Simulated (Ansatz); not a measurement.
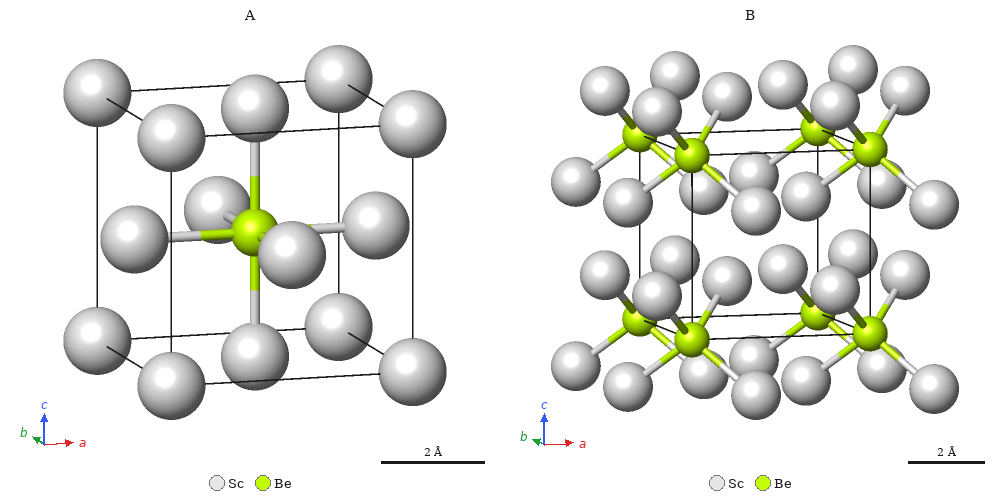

Two structures of Sc₄Be, each relaxed to rest (conventional cells in solid outline, small ones repeated, not to one scale). Method: Ansatz 0.2.0, DFT PBE, scalar-relativistic, plane waves, PAW, without spin polarisation.

**Give the type and space group of each.**

A: 5 atoms a cell on a primitive cubic lattice, Pm-3m. B: 5 atoms a cell on a primitive cubic lattice, P-43m.

**Which has the lower energy, and by how much?**

A is lower, by 261 meV/atom at this level of theory (energies at zero smearing). Volumes: A 23.6, B 24.0 Å³/atom.

One or both may be structure types tried for this composition rather than known phases.
